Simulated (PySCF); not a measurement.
**singlet O2F+: levels of theory compared**

Wanted: a comparison of 6 runs (B3LYP/6-31G*, CAM-B3LYP/def2-TZVPPD, M06-L/def2-TZVPPD, SVWN5/def2-TZVPPD, TPSS/def2-TZVPPD, SCS-MP2/def2-TZVPPD) of singlet O2F+. Input form: a Python script.

Program for the calculation: PySCF 2.14.0.

5 further runs of the same task are left out: 1 that didn't finish, 4 set aside as unsound or not needed.

## (1) The system as given

O2F+ has 3 atoms, charge +1, and is taken as a singlet. As SMILES of the parent species, `[O]OF`. Geometry: relaxed at GFN2-xTB. That shape belongs to the parent species and isn't relaxed for this state.

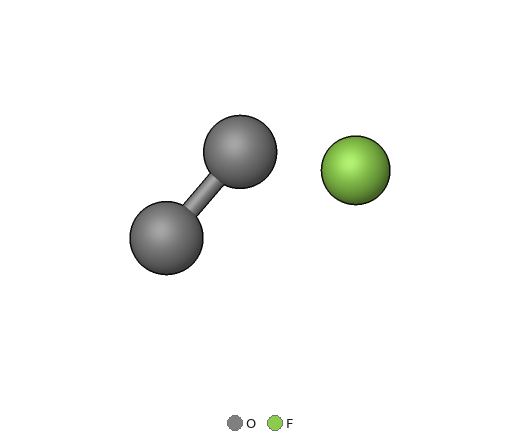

Viewed from a chosen angle; oxygen grey, fluorine green.

## (2) The energy at B3LYP/6-31G(d) (spherical functions) (run 1)

input.py

```python
from pyscf import gto, dft

molecule = gto.M(
    atom=[
    ('O', (0.949760, -0.292600, 0.491570)),
    ('O', (0.124690, 0.486900, 0.122000)),
    ('F', (-1.074440, -0.194290, -0.613560)),
],
    charge=1,
    max_memory=1860,
    basis='6-31g*',
    spin=0,
    verbose=4,
)

mf = dft.RKS(molecule, xc='b3lyp')
mf.conv_tol = 1e-10
mf.grids.level = 5
mf.kernel()
if not mf.converged:
    mf = mf.newton().run(mf.mo_coeff, mf.mo_occ)

energy = mf.e_tot
print('E(%s) = %.9f' % ('B3LYP', energy))
```

Started as:

```
$ OMP_NUM_THREADS=1 python input.py
```

Output:

```text
PySCF version 2.14.0

[INPUT] num. atoms = 3
[INPUT] num. electrons = 24
[INPUT] charge = 1
[INPUT] spin (= nelec alpha-beta = 2S) = 0
[INPUT] symmetry False subgroup None
[INPUT] Mole.unit = angstrom
[INPUT] Symbol           X                Y                Z      unit          X                Y                Z       unit  Magmom
[INPUT]  1 O      0.949760000000  -0.292600000000   0.491570000000 AA    1.794786284067  -0.552933864048   0.928932671052 Bohr   0.0
[INPUT]  2 O      0.124690000000   0.486900000000   0.122000000000 AA    0.235629950472   0.920107650051   0.230546587197 Bohr   0.0
[INPUT]  3 F     -1.074440000000  -0.194290000000  -0.613560000000 AA   -2.030397337278  -0.367154888742  -1.159460360988 Bohr   0.0

[... 66 lines left out ...]
converged SCF energy = -249.580527200018
E(B3LYP) = -249.580527200
```

Run time: 2.2 s. Hardware: 1 thread of AMD EPYC 9R45 (Zen 5), shared host; peak memory 0.25 GiB.

## (3) A single-point energy at CAM-B3LYP/def2-TZVPPD (run 2)

calc.py

```python
from pyscf import gto, dft

molecule = gto.M(
    atom='O 0.949760 -0.292600 0.491570; O 0.124690 0.486900 0.122000; F -1.074440 -0.194290 -0.613560',
    spin=0,
    verbose=4,
    basis='def2-tzvppd',
    max_memory=1860,
    charge=1,
)

mf = dft.RKS(molecule)
mf.xc = 'cam-b3lyp'
mf.grids.level = 5
mf.conv_tol = 1e-10
mf.kernel()
if not mf.converged:
    mf = mf.newton().run(mf.mo_coeff, mf.mo_occ)

energy = mf.e_tot
print('E = %.10f Eh' % energy)
```

Started as:

```
$ OMP_NUM_THREADS=1 python calc.py
```

Output:

```text
PySCF version 2.14.0

[INPUT] num. atoms = 3
[INPUT] num. electrons = 24
[INPUT] charge = 1
[INPUT] spin (= nelec alpha-beta = 2S) = 0
[INPUT] symmetry False subgroup None
[INPUT] Mole.unit = angstrom
[INPUT] Symbol           X                Y                Z      unit          X                Y                Z       unit  Magmom
[INPUT]  1 O      0.949760000000  -0.292600000000   0.491570000000 AA    1.794786284067  -0.552933864048   0.928932671052 Bohr   0.0
[INPUT]  2 O      0.124690000000   0.486900000000   0.122000000000 AA    0.235629950472   0.920107650051   0.230546587197 Bohr   0.0
[INPUT]  3 F     -1.074440000000  -0.194290000000  -0.613560000000 AA   -2.030397337278  -0.367154888742  -1.159460360988 Bohr   0.0

[... 70 lines left out ...]
converged SCF energy = -249.620224946141
E = -249.6202249461 Eh
```

Run time: 15 s. Hardware: 1 thread of AMD EPYC 9R45 (Zen 5), shared host; peak memory 0.64 GiB.

Runs 3 to 4 aren't shown in full; the table further down has their settings and results.

## (4) The energy at TPSS/def2-TZVPPD (run 5)

Changes to input.py since step 2:

```diff
@@ -9,9 +9,10 @@
     charge=1,
+    verbose=3,
+    basis='def2-tzvppd',
     max_memory=1860,
-    basis='6-31g*',
     spin=0,
-    verbose=4,
 )
 
-mf = dft.RKS(molecule, xc='b3lyp')
+mf = dft.RKS(molecule)
+mf.xc = 'tpss'
 mf.conv_tol = 1e-10
@@ -22,3 +23,3 @@
 
-energy = mf.e_tot
-print('E(%s) = %.9f' % ('B3LYP', energy))
+e_tot = mf.e_tot
+print('E = %.10f Eh' % e_tot)
```

Started as:

```
$ OMP_NUM_THREADS=1 python input.py
```

Output:

```text
converged SCF energy = -249.768240577098
E = -249.7682405771 Eh
```

It took 9.9 s on 1 thread of AMD EPYC 9R45 (Zen 5), shared host; peak memory 0.68 GiB.

## (5) A single-point energy at SCS-MP2/def2-TZVPPD (run 6)

input.py

```python
from pyscf import gto, scf, mp

mol = gto.Mole()
mol.atom = '''
O      1.794786    -0.552934     0.928933
O      0.235630     0.920108     0.230547
F     -2.030397    -0.367155    -1.159460
'''
mol.basis = 'def2-tzvppd'
mol.max_memory = 1860
mol.charge = 1
mol.unit = 'bohr'
mol.verbose = 4
mol.build()

mf = scf.RHF(mol)
mf.conv_tol = 1e-10
mf.kernel()
if not mf.converged:
    mf = mf.newton().run(mf.mo_coeff, mf.mo_occ)

pt = mp.MP2(mf, frozen=3).run()
energy = mf.e_tot + 1.2 * pt.e_corr_os + pt.e_corr_ss / 3
print('Final energy', energy)
```

Started as:

```
$ OMP_NUM_THREADS=1 python input.py
```

Output:

```text
PySCF version 2.14.0

[INPUT] num. atoms = 3
[INPUT] num. electrons = 24
[INPUT] charge = 1
[INPUT] spin (= nelec alpha-beta = 2S) = 0
[INPUT] symmetry False subgroup None
[INPUT] Mole.unit = bohr
[INPUT] Symbol           X                Y                Z      unit          X                Y                Z       unit  Magmom
[INPUT]  1 O      0.949759849678  -0.292600071943   0.491570174072 AA    1.794786000000  -0.552934000000   0.928933000000 Bohr   0.0
[INPUT]  2 O      0.124690026209   0.486900185185   0.122000218446 AA    0.235630000000   0.920108000000   0.230547000000 Bohr   0.0
[INPUT]  3 F     -1.074439821520  -0.194290058875  -0.613559808973 AA   -2.030397000000  -0.367155000000  -1.159460000000 Bohr   0.0

[... 60 lines left out ...]
converged SCF energy = -248.516220709098
[... 1 line left out ...]
******** <class 'pyscf.mp.mp2.RMP2'> ********
nocc = 9, nmo = 117
frozen orbitals 3
E(RMP2) = -249.272129024352  E_corr = -0.755908315253554
E(SCS-RMP2) = -249.256906304433  E_corr = -0.740685595334528
E_corr(same-spin) = -0.192005057272773
E_corr(oppo-spin) = -0.563903257980781
Final energy -249.25690630443273
```

Run time: 2.5 s. Hardware: 1 thread of AMD EPYC 9R45 (Zen 5), shared host; peak memory 0.37 GiB.

## (6) All runs side by side

```csv
run,level,integration grid,frozen core orbitals,energy (Eh),HOMO energy (eV),LUMO energy (eV),HOMO–LUMO gap (eV),wall time
1,B3LYP/6-31G* (spherical functions),5,–,-249.580527,-20.56,-16.58,3.98,2.2 s
2,CAM-B3LYP/def2-TZVPPD,5,–,-249.620225,-22.34,-15.03,7.31,15 s
3,M06-L/def2-TZVPPD,5,–,-249.692830,-19.10,-17.12,1.98,9.6 s
4,SVWN5/def2-TZVPPD,5,–,-248.058435,-19.04,-17.51,1.53,3.9 s
5,TPSS/def2-TZVPPD,5,–,-249.768241,-19.03,-17.21,1.82,9.9 s
6,SCS-MP2/def2-TZVPPD,–,3,-249.256906,-24.92,-10.45,14.48,2.5 s
```

## (7) What came out

```
                                          quantity          value
                               run 6: total energy  -249.25691 Eh
        run 6: HOMO energy (Hartree–Fock orbitals)      -24.92 eV
        run 6: LUMO energy (Hartree–Fock orbitals)      -10.45 eV
      run 6: HOMO–LUMO gap (Hartree–Fock orbitals)       14.48 eV
run 6: correlation energy (3 core orbitals frozen)     -740.7 mEh
```

**Reading.** Over runs 1, 2, 3, 4, 5 the HOMO–LUMO gap runs from 1.53 eV (SVWN5/def2-TZVPPD) to 7.31 eV (CAM-B3LYP/def2-TZVPPD). Totals of different functionals can't be ranked against each other. All runs together took 43 s, the longest 15 s.
